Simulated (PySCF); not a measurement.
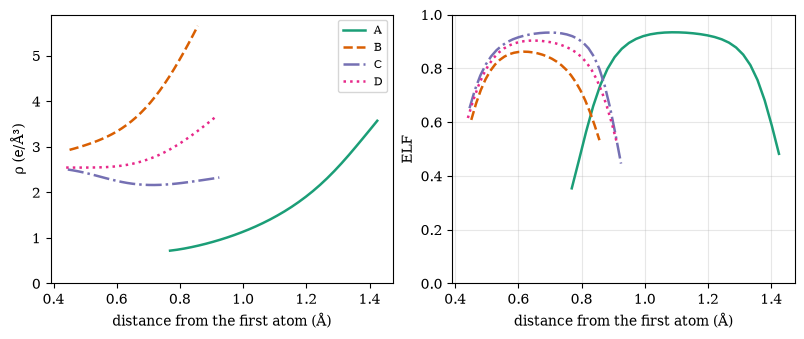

Figure 1: C4H6N2O2Si (SMILES O=COc1cncn1[SiH3]). Electron density and electron localisation function along straight lines between neighbouring atoms. The curves leave out the atomic cores.

Geometry: PBE0-D3(BJ)/def2-SVP.

Theory: PBE0/pcSseg-1, SCF density, gas phase, non-relativistic in PySCF 2.14.0.

| atom | x (Å) | y (Å) | z (Å) |
| --- | --- | --- | --- |
| O | 0.7810 | -2.7535 | -0.3652 |
| C | 1.7800 | -2.0925 | -0.2657 |
| O | 1.8390 | -0.7718 | -0.3085 |
| C | 0.7604 | 0.0321 | -0.5480 |
| C | 0.8537 | 1.3595 | -0.8732 |
| N | -0.3993 | 1.8836 | -1.0002 |
| C | -1.2148 | 0.8973 | -0.7516 |
| N | -0.5780 | -0.2951 | -0.4608 |
| Si | -1.5463 | -1.7862 | -0.1279 |
| H | 2.7947 | -2.5048 | -0.1172 |
| H | 1.7636 | 1.9413 | -1.0108 |
| H | -2.3028 | 0.9601 | -0.7609 |
| H | -1.2189 | -2.3899 | 1.1865 |
| H | -1.5976 | -2.7327 | -1.2669 |
| H | -2.8989 | -1.1584 | -0.0092 |

> Which curve belongs to which contact (C–C, C–N, C–O and Si–N)? The first atom named is at distance zero.

Curve A: Si–N (1.81 Å): ρ at the midpoint is about 0.91 e/Å³; the ELF peaks at about 0.95 between the atoms: a polar covalent bond. Curve B: C–O (1.20 Å): ρ at the midpoint is about 3.3 e/Å³; the ELF peaks at about 0.85 between the atoms: a multiple bond. Curve C: C–C (1.37 Å): the density is about 2.2 e/Å³ at the midpoint; the ELF peaks at about 0.95 between the atoms: localised, covalent bonding. Curve D: C–N (1.30 Å): the density is about 2.6 e/Å³ at the midpoint; the ELF peaks at about 0.90 between the atoms: a covalent bond.
